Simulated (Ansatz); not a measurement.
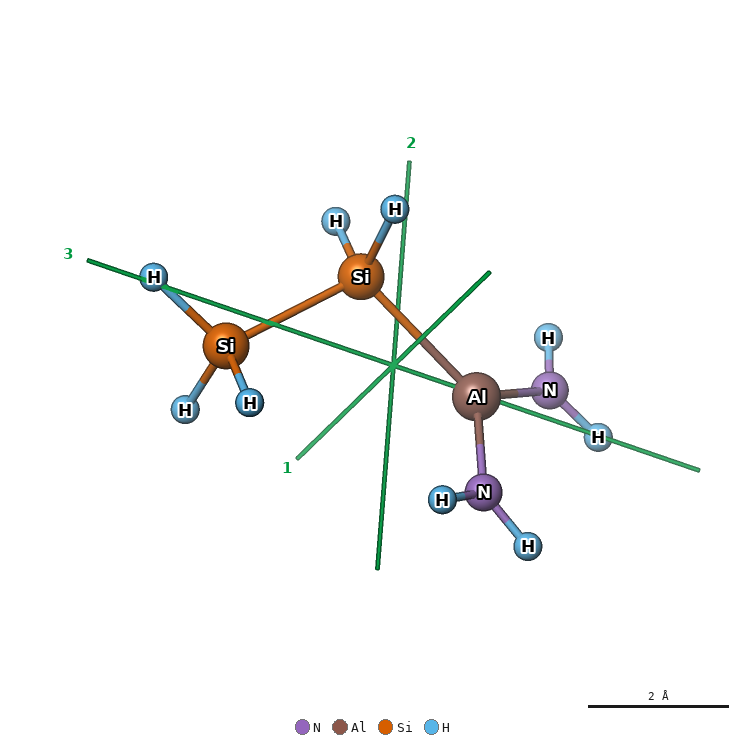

The three principal axes of inertia are drawn and numbered. Distant atoms are faded towards the background colour. The computed structure is the end point of a PBE0-D4/def2-TZVP optimisation. No frequency run is at hand to confirm it as a minimum. Masses are those of the most abundant isotopes; constants are for the rigid equilibrium geometry.

### Which line is the a axis (least moment of inertia), which b and which c?

a is line 3, b is line 2, c is line 1; the moments are 136, 458, 553 u Å².

### What kind of rotor is it, and what are its rotational constants in MHz?

An asymmetric top (C1): A = 3725, B = 1103, C = 914 MHz. Ray's parameter κ is −0.87, close to the prolate limit.
